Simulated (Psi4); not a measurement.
# BGeH4 (SMILES [BH2][GeH2]): UTPSS/def2-SVPD

What is the vertical doublet–quartet gap of BGeH4 at UTPSS/def2-SVPD? 

Program for the calculation: Psi4 1.11.

2 further runs of the same task are left out: 2 set aside as unsound or not needed.

### 1 The system as given

The species is BGeH4 (6 atoms), meant as a doublet with charge 0. As SMILES, `[BH2][GeH2]`. The shape comes from GFN2-xTB, which is rough for such elements, and wasn't checked as a minimum.

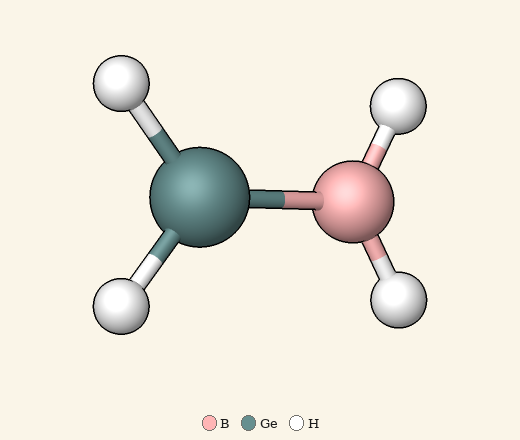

Viewed from a chosen angle; boron pink, germanium teal, hydrogen white.

### 2 A single-point energy at UTPSS/def2-SVPD

Contents of bgeh4.json:

```json
{
 "schema_name": "qcschema_input",
 "schema_version": 1,
 "molecule": {
  "schema_name": "qcschema_molecule",
  "schema_version": 2,
  "symbols": ["B", "Ge", "H", "H", "H", "H"],
  "geometry": [-0.02418849, -2.05898889, 0.23589451, 0.02405621, 1.54982109, -0.17083124, -1.46380075, -2.96806054, 1.64510108, 1.39936109, -3.29075018, -0.92165723, 1.6849932, 3.19832367, -1.86313768, -1.62042125, 3.56963596, 1.07463056],
  "molecular_charge": 0,
  "molecular_multiplicity": 2,
  "fix_symmetry": "c1",
  "fix_com": true,
  "fix_orientation": true
 },
 "driver": "energy",
 "model": {
  "method": "tpss",
  "basis": "def2-SVPD"
 },
 "keywords": {
  "reference": "uks",
  "puream": true,
  "e_convergence": 1e-09,
  "d_convergence": 1e-08,
  "scf_type": "pk",
  "dft_radial_points": 99,
  "dft_spherical_points": 590,
  "maxiter": 200,
  "scf_properties": ["WIBERG_LOWDIN_INDICES", "MAYER_INDICES", "MULLIKEN_CHARGES"]
 }
}
```

On the command line:

```sh
psi4 --qcschema bgeh4.json -n 1 --memory 1600MB
```

stdout:

```text
[...]
  Running in c1 symmetry.
[...]
  Nuclear repulsion =   86.055500773819489
[...]
  Multiplicity = 2
[...]
  Nalpha       = 21
  Nbeta        = 20
[...]
    Number of basis functions: 90
[...]
   @UKS iter   1: -2102.42078262589212   -1.80280e+00   2.74857e-02 ADIIS/DIIS
[...]
   @UKS iter  13: -2103.89615215299318   -5.00222e-12   5.00941e-09 DIIS
[...]
   @S^2 Observed:                7.531106286E-01
[...]
    Orbital Energies [Eh]
    ---------------------
    Alpha Occupied:
       1A   -397.688143     2A    -49.291439     3A    -43.844292
       4A    -43.841205     5A    -43.840177     6A     -6.611250
       7A     -6.041392     8A     -4.237131     9A     -4.229012
      10A     -4.226288    11A     -1.110704    12A     -1.107820
      13A     -1.106357    14A     -1.102435    15A     -1.101383
      16A     -0.536606    17A     -0.441791    18A     -0.339992
      19A     -0.300120    20A     -0.295924    21A     -0.206227
    Alpha Virtual:
      22A     -0.074534    23A     -0.005904    24A      0.008424
      25A      0.024926    26A      0.041895    27A      0.068213
[...]
  @UKS Final Energy: -2103.89615215299318
   => Energetics <=
    Nuclear Repulsion Energy =             86.0555007738194888
    One-Electron Energy =               -3099.8588377824239615
    Two-Electron Energy =                 994.4340690613162224
    DFT Exchange-Correlation Energy =     -84.5268842057049881
    Empirical Dispersion Energy =           0.0000000000000000
    VV10 Nonlocal Energy =                  0.0000000000000000
    Total Energy =                      -2103.8961521529931815
[...]
 Multipole Moments:
 ------------------------------------------------------------------------------------
     Multipole            Electronic (a.u.)      Nuclear  (a.u.)        Total (a.u.)
 ------------------------------------------------------------------------------------
 L = 1.  Multiply by 2.5417464519 to convert [e a0] to [Debye]
 Dipole X            :         -0.6437929            0.6489886            0.0051957
 Dipole Y            :        -39.4901989           39.8084793            0.3182805
 Dipole Z            :          4.3168170           -4.3521904           -0.0353734
 Magnitude           :                                                    0.3202823
[...]
  Mulliken Charges: (a.u.)
   Center  Symbol    Alpha    Beta     Spin     Total
       1     B     3.15504  2.69338  0.46166 -0.84842
       2    GE    16.35140 15.63209  0.71931  0.01651
       3     H     0.29239  0.34815 -0.05576  0.35946
       4     H     0.29247  0.34868 -0.05621  0.35884
       5     H     0.45433  0.48882 -0.03448  0.05685
       6     H     0.45436  0.48888 -0.03452  0.05675
   Total alpha = 21.00000, Total beta = 20.00000, Total charge = -0.00000
  Mayer Bond Indices:
[...]
```

The result, in JSON:

```text
{
 "driver": "energy",
 "model": {
  "method": "tpss",
  "basis": "def2-SVPD"
 },
 "success": true,
 "return_result": -2103.896152152993,
 "properties": {
  "calcinfo_nbasis": 90,
  "calcinfo_nmo": 90,
  "calcinfo_nalpha": 21,
  "calcinfo_nbeta": 20,
  "calcinfo_natom": 6,
  "nuclear_repulsion_energy": 86.05550077381949,
  "return_energy": -2103.896152152993,
  "scf_one_electron_energy": -3099.858837782424,
  "scf_two_electron_energy": 994.4340690613162,
  "scf_xc_energy": -84.52688420570499,
  "scf_dipole_moment": [0.005195698480982003, 0.318280471399369, -0.0353733730661423],
  "scf_total_energy": -2103.896152152993,
  "scf_iterations": 13
 }
}
```

Wall time 38 s (1 thread of Intel Xeon 6975P-C (Granite Rapids), shared host); peak memory 0.99 GiB.

### 3 The quartet

Contents of job.dat:

```
memory 1600 MB

molecule geom {
  0 4
  B     -0.012800    -1.089570     0.124830
  Ge     0.012730     0.820130    -0.090400
  H     -0.774610    -1.570630     0.870550
  H      0.740510    -1.741390    -0.487720
  H      0.891660     1.692480    -0.985930
  H     -0.857490     1.888970     0.568670
  symmetry c1
  no_reorient
  no_com
}

set globals {
  basis                def2-SVPD
  reference            uks
  puream               true
  e_convergence        1e-09
  d_convergence        1e-08
  scf_type             pk
  dft_radial_points    99
  dft_spherical_points 590
  maxiter              200
}

energy('tpss')
```

On the command line:

```sh
psi4 -n 1 job.dat job.out
```

job.out:

```text
[...]
  Running in c1 symmetry.
[...]
  Nuclear repulsion =   86.055500737404259
[...]
  Multiplicity = 4
[...]
  Nalpha       = 22
  Nbeta        = 19
[...]
    Number of basis functions: 90
[...]
   @UKS iter   1: -2102.14589818421064   -1.52792e+00   2.74290e-02 ADIIS/DIIS
[...]
   @UKS iter  18: -2103.70031053315142   -4.54747e-12   8.73277e-09 DIIS
[...]
   @S^2 Observed:                3.755977120E+00
[...]
    Orbital Energies [Eh]
    ---------------------
    Alpha Occupied:
       1A   -397.721616     2A    -49.323452     3A    -43.874923
       4A    -43.874509     5A    -43.873270     6A     -6.608753
       7A     -6.075094     8A     -4.267018     9A     -4.264977
      10A     -4.261613    11A     -1.144086    12A     -1.141363
      13A     -1.141068    14A     -1.136684    15A     -1.136229
      16A     -0.576176    17A     -0.470487    18A     -0.365516
      19A     -0.343341    20A     -0.326294    21A     -0.231434
      22A     -0.103666
    Alpha Virtual:
      23A     -0.029535    24A     -0.002753    25A      0.003262
[...]
  @UKS Final Energy: -2103.70031053315142
   => Energetics <=
    Nuclear Repulsion Energy =             86.0555007374042589
    One-Electron Energy =               -3098.5688735702724443
    Two-Electron Energy =                 993.3101057511964882
    DFT Exchange-Correlation Energy =     -84.4970434514795272
    Empirical Dispersion Energy =           0.0000000000000000
    VV10 Nonlocal Energy =                  0.0000000000000000
    Total Energy =                      -2103.7003105331514234
[...]
 Multipole Moments:
 ------------------------------------------------------------------------------------
     Multipole            Electronic (a.u.)      Nuclear  (a.u.)        Total (a.u.)
 ------------------------------------------------------------------------------------
 L = 1.  Multiply by 2.5417464519 to convert [e a0] to [Debye]
 Dipole X            :         -0.6472770            0.6489886            0.0017117
 Dipole Y            :        -39.4465971           39.8084792            0.3618821
 Dipole Z            :          4.3066640           -4.3521904           -0.0455264
 Magnitude           :                                                    0.3647386
[...]
```

Wall time 51 s (1 thread of Intel Xeon 6975P-C (Granite Rapids), shared host); peak memory 1 GiB.

### 4 Summary of results

At UTPSS/def2-SVPD:

```
                                        quantity           value
                           doublet: total energy  -2103.89615 Eh
                          doublet: dipole moment          0.81 D
     doublet: HOMO energy (highest over α and β)        -5.61 eV
      doublet: LUMO energy (lowest over α and β)        -4.28 eV
                                   doublet: ⟨S²⟩           0.753
                           quartet: total energy  -2103.70031 Eh
                          quartet: dipole moment          0.93 D
     quartet: HOMO energy (highest over α and β)        -2.82 eV
                                   quartet: ⟨S²⟩           3.756
vertical energy of the quartet above the doublet        5.329 eV
```

What this shows: At this shape the quartet lies 5.33 eV (123 kcal/mol) above the doublet. Mulliken charges (doublet) run from -0.85 on B1 to +0.36 on H3; in a basis this large or diffuse they mean little.
